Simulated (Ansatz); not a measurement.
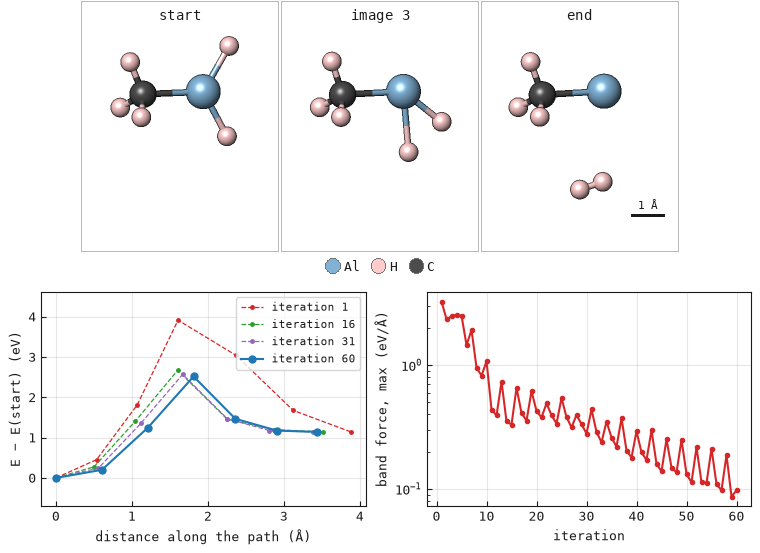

A nudged-elastic-band calculation for CH$_{5}$Al. Images are numbered from 0 (start) to 6 (end). The plot follows the band through its iterations. Style: ball-and-stick. Shown at a tilt.

Method: RKS PBE-D4/cc-pVDZ in Ansatz.

The input:
```yaml
crystal:
  periodic: [false, false, false]
  atoms:
    - { symbol: Al, position_ang: [0.2378, 0.001944, 0.121699] }
    - { symbol: H, position_ang: [0.216275, -0.001551, 1.733441] }
    - { symbol: H, position_ang: [1.656909, -0.002448, -0.641185] }
    - { symbol: C, position_ang: [-1.470511, 0.003709, -0.870401] }
    - { symbol: H, position_ang: [-2.054152, -0.911848, -0.627453] }
    - { symbol: H, position_ang: [-2.10484, 0.860723, -0.55472] }
    - { symbol: H, position_ang: [-1.347983, 0.049472, -1.970979] }
basis:
  gaussian: { orbitals: cc-pVDZ }
hamiltonian:
  xc: pbe
  dispersion: d4
neb:
  order_check: false
  images: 5
  f_tol: 0.05
  max_iterations: 60
  optimiser: lbfgs
  climbing: immediate
  final_atoms:
    - { symbol: Al, position_ang: [0.47771871, 0.0576534, -1.58623319] }
    - { symbol: H, position_ang: [0.54758953, -0.04169698, 1.51395425] }
    - { symbol: H, position_ang: [1.2144094, -0.01816335, 1.12294266] }
    - { symbol: C, position_ang: [-1.47269552, 0.00804446, -1.04191235] }
    - { symbol: H, position_ang: [-1.73590777, -0.91196081, -0.4697666] }
    - { symbol: H, position_ang: [-1.76449288, 0.87780741, -0.40835317] }
    - { symbol: H, position_ang: [-2.13312346, 0.02831687, -1.9402296] }
  initial_path:
    images:
      - { positions_ang: [[0.2378, 0.001944, 0.121699], [0.216275, -0.001551, 1.733441], [1.656909, -0.002448, -0.641185], [-1.470511, 0.003709, -0.870401], [-2.054152, -0.911848, -0.627453], [-2.10484, 0.860723, -0.55472], [-1.347983, 0.049472, -1.970979]] }
      - { positions_ang: [[0.15872657, 0.0012891, 0.08079732], [0.54752702, -0.0010783, 1.58150912], [1.67586098, -0.00163071, -0.29338479], [-1.54928856, 0.00248282, -0.90811287], [-2.12499119, -0.91807357, -0.66951786], [-2.17344026, 0.86703645, -0.59552936], [-1.40089657, 0.04997521, -2.00535956]] }
      - { positions_ang: [[0.07965315, 0.0006342, 0.03989565], [0.87877903, -0.0006056, 1.42957725], [1.69481295, -0.00081341, 0.05441541], [-1.62806611, 0.00125664, -0.94582474], [-2.19583037, -0.92429914, -0.71158273], [-2.24204051, 0.8733499, -0.63633872], [-1.45381014, 0.05047841, -2.03974012]] }
      - { positions_ang: [[0.00057972, -2.071e-05, -0.00100603], [1.21003105, -0.0001329, 1.27764537], [1.71376493, 3.88e-06, 0.40221562], [-1.70684367, 3.047e-05, -0.98353661], [-2.26666956, -0.93052471, -0.75364759], [-2.31064077, 0.87966335, -0.67714808], [-1.50672371, 0.05098162, -2.07412068]] }
      - { positions_ang: [[0.15962605, 0.01920399, -0.52941508], [0.98921721, -0.01398759, 1.356415], [1.54731309, -0.00605186, 0.64245797], [-1.62879429, 0.0027018, -1.00299519], [-2.08974896, -0.92433675, -0.65902059], [-2.12859147, 0.8790447, -0.58754978], [-1.71552362, 0.0434267, -2.02949032]] }
      - { positions_ang: [[0.31867238, 0.0384287, -1.05782413], [0.76840337, -0.02784228, 1.43518462], [1.38086124, -0.0121076, 0.88270031], [-1.5507449, 0.00537313, -1.02245377], [-1.91282836, -0.91814878, -0.56439359], [-1.94654218, 0.87842606, -0.49795147], [-1.92432354, 0.03587179, -1.98485996]] }
      - { positions_ang: [[0.47771871, 0.0576534, -1.58623319], [0.54758953, -0.04169698, 1.51395425], [1.2144094, -0.01816335, 1.12294266], [-1.47269552, 0.00804446, -1.04191235], [-1.73590777, -0.91196081, -0.4697666], [-1.76449288, 0.87780741, -0.40835317], [-2.13312346, 0.02831687, -1.9402296]] }
```

Run as
```bash
ansatz run input.yaml --threads 1 --pin off --max-ram 2048MiB --backend cpu --events-out ev --progress --plain --runs-dir out
```

> Judge this run.

The result isn't final. The band hadn't converged when the run stopped after 60 iterations. The largest component of the band force went from 3.3 to 0.097 eV/Å. The barrier read from it is provisional, though the highest image hardly moved in the last two iterations. The first iteration put the highest image at 3.91 eV. The energy climbs by 2.52 eV to image 3 and then falls by 1.38 eV, so the end point sits at +1.14 eV.
